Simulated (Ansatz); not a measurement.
# AlHO₂+ (doublet): wave-function methods side by side, cc-pVTZ

How much of the correlation energy of AlHO₂+ (doublet) does each wave-function method recover here?

Program: Ansatz 0.2.0, Gaussian basis. Level of theory: cc-pVTZ, core rule «outside noble gas», up to 7 orbitals frozen. These are calculated values, not measurements.

The runs, in order: UHF; CCSD(T) on ROHF; CCSD(T) on UHF; BCCD(T) on ROHF; CCSDT(Q) on ROHF; CCSDT(Q) on UHF.

3 further runs of the same task are left out: 3 set aside as unsound or not needed. Runs told in other sessions of the task aren't counted.

## (1) What is computed

The geometry is a PBE0/def2-TZVP stationary point (not a proven minimum) of the parent state, kept for this charge and spin.

4 atoms, charge 1, spin multiplicity 2.

Atoms are counted from 1 here; the program's logs count them from 0.

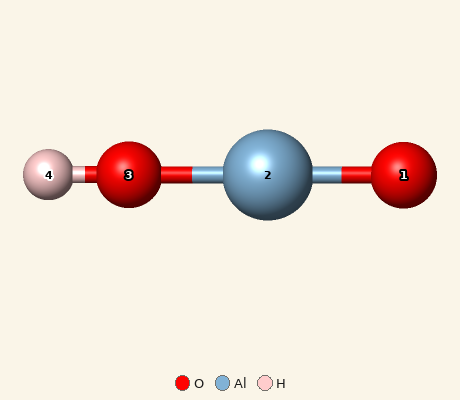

The structure; oxygen red, aluminium light blue, hydrogen pink; atoms are numbered from 1 in the order of the file.

As a file:

```
O     0.00000    0.00000   -2.24863
Al    0.00000    0.00000   -0.65302
O     0.00000    0.00000    0.97788
H     0.00000    0.00000    1.92378
```

In the tables R marks a restricted open-shell determinant and U an unrestricted one; energies count from the table's Hartree-Fock row.

## (2) UHF

in.yaml reads:

```yaml
crystal:
  periodic: [false, false, false]
  atoms:
    - {symbol: O, position_ang: [0.000000, 0.000000, -2.248625]}
    - {symbol: Al, position_ang: [0.000000, 0.000000, -0.653025]}
    - {symbol: O, position_ang: [0.000000, 0.000000, 0.977875]}
    - {symbol: H, position_ang: [0.000000, 0.000000, 1.923775]}
basis:
  gaussian: {orbitals: cc-pVTZ}
total_charge: 1
magnetization: {spin_polarized: true, initial_magnetization: 1}
hamiltonian: {xc: hf}
output: {orbitals: {seedname: orbitals}}
```

Command:

```bash
$ ansatz run in.yaml --threads 1 --pin off --events-out ev --progress --plain --max-ram 4096MiB --backend cpu
```

Standard output:

```text
Functional definition: HF
  name "HF"
  cite "Fock, Z. Phys. 61, 126 (1930) doi:10.1007/BF01340294"
  parent pbe
  exchange = exact_x
  correlation = 0
834 factors; their error is unknown
mean field evaluation 1: about -10660.0977 eV, gradient 4.9e1 eV
mean field evaluation 2: about -10664.1312 eV, gradient 3.4e1 eV
mean field evaluation 4: about -10667.7037 eV, gradient 1.0e0 eV
mean field evaluation 8: about -10667.7098 eV, gradient 1.2e-1 eV
mean field evaluation 16: about -10667.8289 eV, gradient 2.1e-5 eV
mean field evaluation 32: about -10666.5713 eV, gradient 2.3e-1 eV
mean field evaluation 64: about -10667.8289 eV, gradient 2.1e-5 eV
mean field -10667.82893265 eV, -392.0354823606 hartree, gradient 2.1e-5 eV, S^2 0.756378; 0 other end points of the search recorded, 0 dependent functions left out
reference -10667.82893265 eV, -392.0354823606 hartree; 15, 14 occupied and 93, 94 virtual orbitals, 834 factors
Total energy: -10667.82893265 eV, -392.0354823606 hartree
```

Run time: 2.8 s. Hardware: 1 thread of AMD EPYC 7R13, shared host; peak memory 0.26 GiB.

From the report: ⟨S²⟩ of the determinant 0.756 (pure doublet: 0.75).

## (3) CCSD(T) on ROHF

Changes to in.yaml since step 2:

```diff
@@ -10,4 +10,3 @@
 total_charge: 1
-magnetization: {spin_polarized: true, initial_magnetization: 1}
-hamiltonian: {xc: hf}
-output: {orbitals: {seedname: orbitals}}
+magnetization: {spin_polarized: false, initial_magnetization: 1}
+correlation: {method: ccsd_t, electrons: outside_noble_gas}
```

Command:

```bash
$ ansatz run in.yaml --threads 2 --pin off --events-out ev --progress --plain --max-ram 24576MiB --backend cuda --devices 0, --max-vram 18GiB
```

Standard output:

```text
Functional definition: HF
  name "HF"
  cite "Fock, Z. Phys. 61, 126 (1930) doi:10.1007/BF01340294"
  parent pbe
  exchange = exact_x
  correlation = 0
661 factors; integrals over basis functions are off by at most 1.4e-3 eV
mean field evaluation 1: about -10660.2019 eV, gradient 6.9e1 eV
mean field evaluation 2: about -10660.2118 eV, gradient 6.9e1 eV
mean field evaluation 4: about -10667.6834 eV, gradient 2.7e0 eV
mean field evaluation 8: about -10667.7104 eV, gradient 9.6e-2 eV
mean field evaluation 16: about -10667.6909 eV, gradient 9.7e-1 eV
mean field evaluation 32: about -10667.7010 eV, gradient 6.2e-1 eV
mean field evaluation 64: about -10667.7099 eV, gradient 3.2e-1 eV
mean field -10667.71048803 eV, -392.0311296012 hartree, gradient 3.7e-6 eV, S^2 0.750000; 5 other end points of the search recorded, 0 dependent functions left out
mean field evaluation 96: about -10667.8290 eV, gradient 2.1e-4 eV
determinant -10667.71048803 eV, -392.0311296012 hartree, with singles and doubles -10681.08258910 eV, -392.5225452517 hartree
determinant -10666.43538123 eV, -391.9842702906 hartree, with singles and doubles -10679.87353038 eV, -392.4781131631 hartree
7 core orbitals not correlated: weight in the atoms' cores, before any rotation towards them, 1.000 or more for the frozen orbitals, at most 0.000 for the correlated occupied ones
reference -10667.71048803 eV, -392.0311296012 hartree; 8, 7 occupied and 93, 94 virtual orbitals, 661 factors
second order -12.92968714 eV of doubles, -0.08213478 eV of singles
cycle   1  -13.30283466 eV  change    -1.3e0 eV  update   3.1e-2
cycle   2  -13.34841205 eV  change   -4.6e-2 eV  update   8.0e-3
cycle   3  -13.35075612 eV  change   -2.3e-3 eV  update   5.0e-3
cycle   4  -13.35177576 eV  change   -1.0e-3 eV  update   1.7e-3
cycle   5  -13.35238813 eV  change   -6.1e-4 eV  update   8.4e-4
cycle   6  -13.35270348 eV  change   -3.2e-4 eV  update   3.8e-4
cycle   7  -13.35283429 eV  change   -1.3e-4 eV  update   2.4e-4
cycle   8  -13.35285321 eV  change   -1.9e-5 eV  update   8.9e-5
cycle   9  -13.35283084 eV  change    2.2e-5 eV  update   5.8e-5
cycle  10  -13.35280370 eV  change    2.7e-5 eV  update   1.7e-5
cycle  11  -13.35280957 eV  change   -5.9e-6 eV  update   8.9e-6
perturbative correction -0.43455265 eV, -0.0159695152 hartree
Total energy: -10681.49785024 eV, -392.5378058171 hartree
```

Wall time 6.5 s (1 × H100 (card shared with other runs) with 2 threads of AMD EPYC 7R13, shared host); peak host memory 0.81 GiB.

From the report: correlation -13.7874 eV; T1 0.017; largest double amplitude 0.02.

## (4) CCSD(T) on UHF

Changes to in.yaml since step 3:

```diff
@@ -10,3 +10,3 @@
 total_charge: 1
-magnetization: {spin_polarized: false, initial_magnetization: 1}
+magnetization: {spin_polarized: true, initial_magnetization: 1}
 correlation: {method: ccsd_t, electrons: outside_noble_gas}
```

Same command.

Standard output:

```text
Functional definition: HF
  name "HF"
  cite "Fock, Z. Phys. 61, 126 (1930) doi:10.1007/BF01340294"
  parent pbe
  exchange = exact_x
  correlation = 0
661 factors; integrals over basis functions are off by at most 1.4e-3 eV
mean field evaluation 1: about -10660.1920 eV, gradient 4.9e1 eV
mean field evaluation 2: about -10660.2018 eV, gradient 4.9e1 eV
mean field evaluation 4: about -10667.7934 eV, gradient 2.6e0 eV
mean field evaluation 8: about -10667.8290 eV, gradient 2.4e-3 eV
mean field evaluation 16: about -10667.8115 eV, gradient 2.6e-1 eV
mean field evaluation 32: about -10667.8290 eV, gradient 8.7e-5 eV
mean field evaluation 64: about -10666.5479 eV, gradient 9.3e-1 eV
mean field evaluation 96: about -10662.9768 eV, gradient 1.0e-1 eV
mean field evaluation 128: about -10663.0082 eV, gradient 1.8e-3 eV
mean field evaluation 160: about -10662.4424 eV, gradient 4.9e0 eV
mean field evaluation 192: about -10663.2992 eV, gradient 4.8e-1 eV
mean field evaluation 224: about -10661.7405 eV, gradient 2.3e-1 eV
mean field evaluation 256: about -10663.0082 eV, gradient 2.6e-3 eV
mean field evaluation 288: about -10662.9901 eV, gradient 4.4e-1 eV
mean field evaluation 320: about -10662.9771 eV, gradient 2.7e-3 eV
mean field evaluation 352: about -10662.8139 eV, gradient 7.0e-1 eV
mean field evaluation 384: about -10662.8496 eV, gradient 1.1e-2 eV
mean field evaluation 416: about -10666.5646 eV, gradient 8.6e-4 eV
mean field evaluation 448: about -10660.3190 eV, gradient 4.7e-1 eV
mean field -10667.82903700 eV, -392.0354861954 hartree, gradient 4.5e-6 eV, S^2 0.756378; 6 other end points of the search recorded, 0 dependent functions left out
determinant -10667.82903700 eV, -392.0354861954 hartree, with singles and doubles -10681.08323059 eV, -392.5225688258 hartree
determinant -10666.56461374 eV, -391.9890194976 hartree, with singles and doubles -10679.87314568 eV, -392.4780990258 hartree
7 core orbitals not correlated: weight in the atoms' cores, before any rotation towards them, 1.000 or more for the frozen orbitals, at most 0.000 for the correlated occupied ones
reference -10667.82903700 eV, -392.0354861954 hartree; 8, 7 occupied and 93, 94 virtual orbitals, 661 factors
second order -12.88369380 eV of doubles, -0.00000000 eV of singles
cycle   1  -13.18751683 eV  change    -1.2e0 eV  update   3.1e-2
cycle   2  -13.23213560 eV  change   -4.5e-2 eV  update   8.0e-3
cycle   3  -13.23452895 eV  change   -2.4e-3 eV  update   4.9e-3
cycle   4  -13.23575116 eV  change   -1.2e-3 eV  update   1.7e-3
cycle   5  -13.23640504 eV  change   -6.5e-4 eV  update   8.2e-4
cycle   6  -13.23673036 eV  change   -3.3e-4 eV  update   3.8e-4
cycle   7  -13.23686316 eV  change   -1.3e-4 eV  update   2.4e-4
cycle   8  -13.23688461 eV  change   -2.1e-5 eV  update   8.5e-5
cycle   9  -13.23686513 eV  change    1.9e-5 eV  update   5.5e-5
cycle  10  -13.23683832 eV  change    2.7e-5 eV  update   1.8e-5
cycle  11  -13.23684421 eV  change   -5.9e-6 eV  update   9.9e-6
perturbative correction -0.43271018 eV, -0.0159018056 hartree
Total energy: -10681.49859138 eV, -392.5378330536 hartree
```

Wall time 18 s (1 × H100 (card shared with other runs) with 2 threads of AMD EPYC 7R13, shared host); peak host memory 0.81 GiB.

From the report: ⟨S²⟩ of the determinant 0.756 (pure doublet: 0.75); correlation -13.6696 eV; T1 0.015; largest double amplitude 0.02.

## (5) BCCD(T) on ROHF

Changes to in.yaml since step 4:

```diff
@@ -10,3 +10,3 @@
 total_charge: 1
-magnetization: {spin_polarized: true, initial_magnetization: 1}
-correlation: {method: ccsd_t, electrons: outside_noble_gas}
+magnetization: {spin_polarized: false, initial_magnetization: 1}
+correlation: {method: bccd_t, electrons: outside_noble_gas}
```

Same command.

Standard output:

```text
Functional definition: HF
  name "HF"
  cite "Fock, Z. Phys. 61, 126 (1930) doi:10.1007/BF01340294"
  parent pbe
  exchange = exact_x
  correlation = 0
661 factors; integrals over basis functions are off by at most 1.4e-3 eV
mean field evaluation 1: about -10660.2019 eV, gradient 6.9e1 eV
mean field evaluation 2: about -10660.2118 eV, gradient 6.9e1 eV
mean field evaluation 4: about -10667.6834 eV, gradient 2.7e0 eV
mean field evaluation 8: about -10667.7104 eV, gradient 9.6e-2 eV
mean field evaluation 16: about -10667.6909 eV, gradient 9.7e-1 eV
mean field evaluation 32: about -10667.7010 eV, gradient 6.2e-1 eV
mean field evaluation 64: about -10667.7099 eV, gradient 3.2e-1 eV
mean field -10667.71048803 eV, -392.0311296012 hartree, gradient 3.7e-6 eV, S^2 0.750000; 5 other end points of the search recorded, 0 dependent functions left out
mean field evaluation 96: about -10667.8290 eV, gradient 2.1e-4 eV
determinant -10667.71048803 eV, -392.0311296012 hartree, with singles and doubles -10681.08258910 eV, -392.5225452517 hartree
determinant -10666.43538123 eV, -391.9842702906 hartree, with singles and doubles -10679.87353038 eV, -392.4781131631 hartree
7 core orbitals not correlated: weight in the atoms' cores, before any rotation towards them, 1.000 or more for the frozen orbitals, at most 0.000 for the correlated occupied ones
reference -10667.71048803 eV, -392.0311296012 hartree; 8, 7 occupied and 93, 94 virtual orbitals, 661 factors
second order -12.92968714 eV of doubles, -0.08213478 eV of singles
cycle   1  -13.27912214 eV  change    -1.2e0 eV  update   3.1e-2
cycle   2  -13.33032596 eV  change   -5.1e-2 eV  update   7.6e-3
cycle   3  -13.32740966 eV  change    2.9e-3 eV  update   4.5e-3
cycle   4  -13.32545189 eV  change    2.0e-3 eV  update   1.7e-3
cycle   5  -13.32529678 eV  change    1.6e-4 eV  update   9.6e-4
cycle   6  -13.32525792 eV  change    3.9e-5 eV  update   4.0e-4
cycle   7  -13.32543300 eV  change   -1.8e-4 eV  update   2.4e-4
cycle   8  -13.32551331 eV  change   -8.0e-5 eV  update   9.8e-5
cycle   9  -13.32546612 eV  change    4.7e-5 eV  update   6.2e-5
cycle  10  -13.32543351 eV  change    3.3e-5 eV  update   2.0e-5
cycle  11  -13.32543771 eV  change   -4.2e-6 eV  update   1.1e-5
perturbative correction -0.46381164 eV, -0.0170447635 hartree
Total energy: -10681.49973738 eV, -392.5378751683 hartree
```

Run time: 15 s. Hardware: 1 × H100 (card shared with other runs) with 2 threads of AMD EPYC 7R13, shared host; peak host memory 0.82 GiB.

From the report: correlation -13.7892 eV; largest double amplitude 0.02.

## (6) CCSDT(Q) on ROHF

Changes to in.yaml since step 5:

```diff
@@ -11,2 +11,2 @@
 magnetization: {spin_polarized: false, initial_magnetization: 1}
-correlation: {method: bccd_t, electrons: outside_noble_gas}
+correlation: {method: ccsdt_q, electrons: outside_noble_gas}
```

Launched as before.

Standard output:

```text
Functional definition: HF
  name "HF"
  cite "Fock, Z. Phys. 61, 126 (1930) doi:10.1007/BF01340294"
  parent pbe
  exchange = exact_x
  correlation = 0
1319 factors; integrals over basis functions are off by at most 2.3e-7 eV
mean field evaluation 1: about -10660.2010 eV, gradient 6.9e1 eV
mean field evaluation 2: about -10660.2112 eV, gradient 6.9e1 eV
mean field evaluation 4: about -10667.6834 eV, gradient 2.7e0 eV
mean field evaluation 8: about -10667.7105 eV, gradient 9.6e-2 eV
mean field evaluation 16: about -10667.6900 eV, gradient 9.7e-1 eV
mean field evaluation 32: about -10667.5879 eV, gradient 3.5e0 eV
mean field evaluation 64: about -10667.7108 eV, gradient 3.0e-1 eV
mean field -10667.71058295 eV, -392.0311330895 hartree, gradient 4.0e-6 eV, S^2 0.750000; 5 other end points of the search recorded, 0 dependent functions left out
mean field evaluation 96: about -10667.8291 eV, gradient 2.4e-3 eV
determinant -10667.71058295 eV, -392.0311330895 hartree, with singles and doubles -10681.08269724 eV, -392.5225492257 hartree
determinant -10666.43547915 eV, -391.9842738893 hartree, with singles and doubles -10679.87363931 eV, -392.4781171665 hartree
7 core orbitals not correlated: weight in the atoms' cores, before any rotation towards them, 1.000 or more for the frozen orbitals, at most 0.000 for the correlated occupied ones
reference -10667.71058295 eV, -392.0311330895 hartree; 8, 7 occupied and 93, 94 virtual orbitals, 1319 factors
second order -12.92970497 eV of doubles, -0.08213480 eV of singles
cycle   1  -13.02595401 eV  change   -1.3e-2 eV  update   9.2e-2
cycle   2  -13.49915286 eV  change   -4.7e-1 eV  update   4.9e-2
cycle   3  -13.84665053 eV  change   -3.5e-1 eV  update   2.1e-2
cycle   4  -13.83107924 eV  change    1.6e-2 eV  update   8.6e-3
cycle   5  -13.79374256 eV  change    3.7e-2 eV  update   5.3e-3
cycle   6  -13.79201591 eV  change    1.7e-3 eV  update   3.0e-3
cycle   7  -13.80125181 eV  change   -9.2e-3 eV  update   1.9e-3
cycle   8  -13.80354212 eV  change   -2.3e-3 eV  update   1.2e-3
cycle   9  -13.80143191 eV  change    2.1e-3 eV  update   7.0e-4
cycle  10  -13.80248500 eV  change   -1.1e-3 eV  update   3.9e-4
cycle  11  -13.80136238 eV  change    1.1e-3 eV  update   2.6e-4
cycle  12  -13.80142638 eV  change   -6.4e-5 eV  update   1.5e-4
cycle  13  -13.80149815 eV  change   -7.2e-5 eV  update   9.3e-5
cycle  14  -13.80150820 eV  change   -1.0e-5 eV  update   5.2e-5
cycle  15  -13.80153025 eV  change   -2.2e-5 eV  update   3.0e-5
cycle  16  -13.80153527 eV  change   -5.0e-6 eV  update   1.3e-5
cycle  17  -13.80153442 eV  change    8.5e-7 eV  update   8.7e-6
cycle  18  -13.80153166 eV  change    2.8e-6 eV  update   4.6e-6
cycle  19  -13.80153133 eV  change    3.3e-7 eV  update   2.9e-6
cycle  20  -13.80153181 eV  change   -4.8e-7 eV  update   1.5e-6
perturbative correction -0.01773095 eV, -0.0006516004 hartree
Total energy: -10681.52984572 eV, -392.5389816291 hartree
```

Wall time 2.3 min (1 × H100 (card shared with other runs) with 2 threads of AMD EPYC 7R13, shared host); peak host memory 1.9 GiB.

From the report: correlation -13.8193 eV; T1 0.017; largest double amplitude 0.03.

## (7) CCSDT(Q) on UHF

Changes to in.yaml since step 6:

```diff
@@ -10,3 +10,3 @@
 total_charge: 1
-magnetization: {spin_polarized: false, initial_magnetization: 1}
+magnetization: {spin_polarized: true, initial_magnetization: 1}
 correlation: {method: ccsdt_q, electrons: outside_noble_gas}
```

Same command.

Standard output:

```text
Functional definition: HF
  name "HF"
  cite "Fock, Z. Phys. 61, 126 (1930) doi:10.1007/BF01340294"
  parent pbe
  exchange = exact_x
  correlation = 0
1319 factors; integrals over basis functions are off by at most 2.3e-7 eV
mean field evaluation 1: about -10660.1911 eV, gradient 4.9e1 eV
mean field evaluation 2: about -10660.2012 eV, gradient 4.9e1 eV
mean field evaluation 4: about -10667.7934 eV, gradient 2.6e0 eV
mean field evaluation 8: about -10667.8291 eV, gradient 2.4e-3 eV
mean field evaluation 16: about -10667.8106 eV, gradient 2.6e-1 eV
mean field evaluation 32: about -10667.8291 eV, gradient 8.9e-5 eV
mean field evaluation 64: about -10666.5483 eV, gradient 9.3e-1 eV
mean field evaluation 96: about -10662.9769 eV, gradient 1.0e-1 eV
mean field evaluation 128: about -10663.0083 eV, gradient 1.8e-3 eV
mean field evaluation 160: about -10662.4425 eV, gradient 4.9e0 eV
mean field evaluation 192: about -10663.2993 eV, gradient 4.8e-1 eV
mean field evaluation 224: about -10661.7411 eV, gradient 2.3e-1 eV
mean field evaluation 256: about -10663.0083 eV, gradient 2.6e-3 eV
mean field evaluation 288: about -10662.9901 eV, gradient 4.4e-1 eV
mean field evaluation 320: about -10662.9772 eV, gradient 2.8e-3 eV
mean field evaluation 352: about -10662.8138 eV, gradient 7.0e-1 eV
mean field evaluation 384: about -10662.8497 eV, gradient 1.1e-2 eV
mean field evaluation 416: about -10666.5647 eV, gradient 8.7e-4 eV
mean field evaluation 448: about -10660.3188 eV, gradient 4.7e-1 eV
mean field -10667.82913195 eV, -392.0354896847 hartree, gradient 5.1e-6 eV, S^2 0.756378; 6 other end points of the search recorded, 0 dependent functions left out
determinant -10667.82913195 eV, -392.0354896847 hartree, with singles and doubles -10681.08333832 eV, -392.5225727848 hartree
determinant -10666.56471191 eV, -391.9890231056 hartree, with singles and doubles -10679.87325462 eV, -392.4781030291 hartree
7 core orbitals not correlated: weight in the atoms' cores, before any rotation towards them, 1.000 or more for the frozen orbitals, at most 0.000 for the correlated occupied ones
reference -10667.82913195 eV, -392.0354896847 hartree; 8, 7 occupied and 93, 94 virtual orbitals, 1319 factors
second order -12.88371158 eV of doubles, -0.00000000 eV of singles
cycle   1  -12.90545625 eV  change   -2.2e-2 eV  update   9.2e-2
cycle   2  -13.37943625 eV  change   -4.7e-1 eV  update   4.9e-2
cycle   3  -13.72700510 eV  change   -3.5e-1 eV  update   2.1e-2
cycle   4  -13.71240291 eV  change    1.5e-2 eV  update   8.6e-3
cycle   5  -13.67579760 eV  change    3.7e-2 eV  update   5.3e-3
cycle   6  -13.67435726 eV  change    1.4e-3 eV  update   3.0e-3
cycle   7  -13.68409530 eV  change   -9.7e-3 eV  update   2.0e-3
cycle   8  -13.68626597 eV  change   -2.2e-3 eV  update   1.2e-3
cycle   9  -13.68411924 eV  change    2.1e-3 eV  update   6.7e-4
cycle  10  -13.68502736 eV  change   -9.1e-4 eV  update   3.8e-4
cycle  11  -13.68396540 eV  change    1.1e-3 eV  update   2.5e-4
cycle  12  -13.68401815 eV  change   -5.3e-5 eV  update   1.6e-4
cycle  13  -13.68410525 eV  change   -8.7e-5 eV  update   9.5e-5
cycle  14  -13.68411825 eV  change   -1.3e-5 eV  update   5.2e-5
cycle  15  -13.68413564 eV  change   -1.7e-5 eV  update   3.0e-5
cycle  16  -13.68414286 eV  change   -7.2e-6 eV  update   1.3e-5
cycle  17  -13.68414282 eV  change    4.6e-8 eV  update   9.2e-6
cycle  18  -13.68414017 eV  change    2.6e-6 eV  update   5.0e-6
cycle  19  -13.68414009 eV  change    7.4e-8 eV  update   3.1e-6
cycle  20  -13.68414059 eV  change   -5.0e-7 eV  update   1.6e-6
perturbative correction -0.02126023 eV, -0.0007812990 hartree
Total energy: -10681.53453277 eV, -392.5391538751 hartree
```

Wall time 84 s (1 × H100 (card shared with other runs) with 2 threads of AMD EPYC 7R13, shared host); peak host memory 1.4 GiB.

From the report: ⟨S²⟩ of the determinant 0.756 (pure doublet: 0.75); correlation -13.7054 eV; T1 0.016; largest double amplitude 0.03.

## (8) The ladder

The yardstick is UCCSDT(Q), where the cluster series has nearly closed. Rows without a time are mean-field rows or come out of runs for another level: lower rungs of the coupled-cluster runs, or the Hartree-Fock search.

```tsv
method	energy from the lowest ROHF (kcal/mol)	from UCCSDT(Q) (kcal/mol)	time
ROHF	0.00	+318.79	
UHF	-2.73	+316.06	
RMP2	-300.06	+18.73	
UMP2	-299.84	+18.95	
RCCSD	-307.92	+10.87	
UCCSD	-307.98	+10.81	
RCCSD(T)	-317.94	+0.85	6.5 s
UCCSD(T)	-317.96	+0.83	18 s
BCCD(T)	-317.99	+0.80	15 s
RCCSDT	-318.27	+0.52	
UCCSDT	-318.30	+0.49	
RCCSDT(Q)	-318.68	+0.11	2.3 min
UCCSDT(Q)	-318.79	0	84 s
```

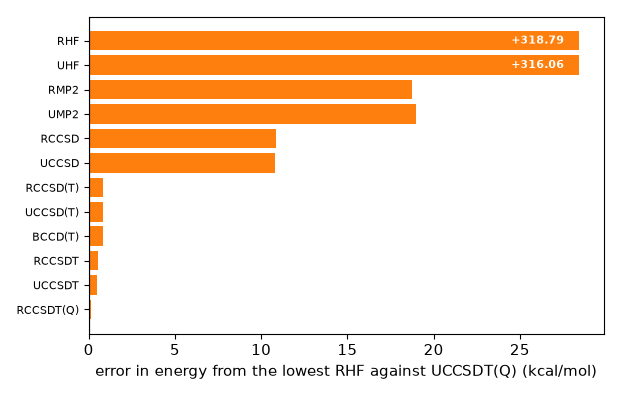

Error of each method against UCCSDT(Q). Bars with a number in them are cut short.

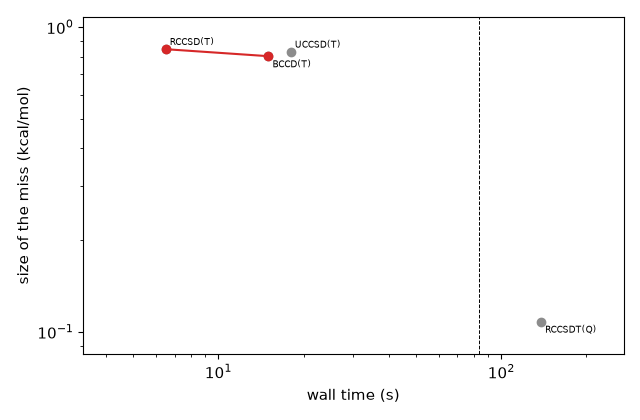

Miss against cost. Red marks the levels that no quicker level drawn beats (of those quicker than the yardstick), and the dashed line is the time of UCCSDT(Q). Times are from a shared host.

## (9) Outcome

```
                         quantity                                                   value
    UCCSDT(Q) from the ROHF energy                                             -13.8240 eV
              RMP2 from UCCSDT(Q)                                         +18.73 kcal/mol
              UMP2 from UCCSDT(Q)                                         +18.95 kcal/mol
             RCCSD from UCCSDT(Q)                                         +10.87 kcal/mol
          RCCSD(T) from UCCSDT(Q)                                          +0.85 kcal/mol
          UCCSD(T) from UCCSDT(Q)                                          +0.83 kcal/mol
         RCCSDT(Q) from UCCSDT(Q)                                          +0.11 kcal/mol
levels within 1 kcal/mol (43 meV)  RCCSD(T), UCCSD(T), BCCD(T), RCCSDT, UCCSDT, RCCSDT(Q)
                    T1 diagnostic                                                   0.017
```

What this shows: RCCSD(T) lands +0.85 kcal/mol from the yardstick (0.3 % of the correlation energy). These misses are within one basis, not against nature; the frozen cores of restricted and unrestricted runs differ, which can shift their rows.

BCCD(T) reaches 0.80 kcal/mol from the reference in 15 s, where UCCSDT(Q) took 84 s; the quickest level in the cost chart, RCCSD(T), takes 6.5 s and misses by 0.85 kcal/mol.
